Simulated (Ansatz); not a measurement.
Consider TiTe2 (1T sheet).

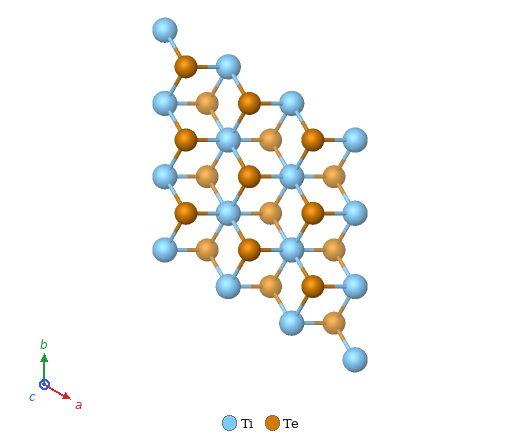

The structure (titanium blue, tellurium orange). 3×3×1 cells are drawn. Some periodic images of atoms are drawn too.

The cell holds 3 atoms: 1 Ti and 2 Te. Its edges and angles: a = 3.698 Å, b = 3.698 Å, c = 30.253 Å, α = 90.0°, β = 90.0°, γ = 120.0°. Vacuum lies along c.

```xyz
3
Lattice="-2.6152 0.0000 -2.6152 0.0000 2.6152 2.6152 17.4666 17.4666 -17.4666" Properties=species:S:1:pos:R:3
Ti    5.5502    5.5502   -5.5502
Te    5.6748    8.2900   -5.6748
Te    2.8104    5.4256   -5.4256
```

The structure was relaxed with PBEsol. The structure was generated from a model, not taken from a measurement. The runs that relaxed it are not among those shown. The program's search for lower electronic states was switched off, so nothing shows that the state found is the lowest. Spin-orbit coupling is left out unless a run names it. PAW set soft_2, made with PBE.

A constrained-RPA run (Ansatz 0.2.0; non-magnetic PBEsol; Ti t2g + anion p, bands v6 to c3, 6×6×1 mesh, medium accuracy) builds 9 functions on bands 6.6 eV wide, with 12.0 electrons in the window. The bare on-site interaction is 15.1 eV and the bare J 0.54 eV.

Q: Estimate U, U′ and J.

On the Ti t2g shell, U = 4.23 eV (28 % of the bare value), U′ = 3.38 eV, J = 0.42 eV.

The parent state is non-magnetic and the interaction static (zero frequency); U depends on the window and the orbitals, so it belongs to this model alone. A window that holds the anion p bands defines a model with explicit ligands; its U belongs to that model and is not the U of DFT+U.

[Paths, hosts, dates, memory and timing lines, banners, echoed tables and standing remarks are left out of the program output.]

[Logs are printed without paths, hosts, clocks, repeated set-up lines and the standing remarks that a program may print on its own settings, such as how far it seeks lower states.]

[Runs of the session that timed out or met a known fault of the program may be left out.]

[Hosts, paths, dates, database ids (printed as entryN), source tags and the programs' standing remarks are cut or masked in the printed files.]
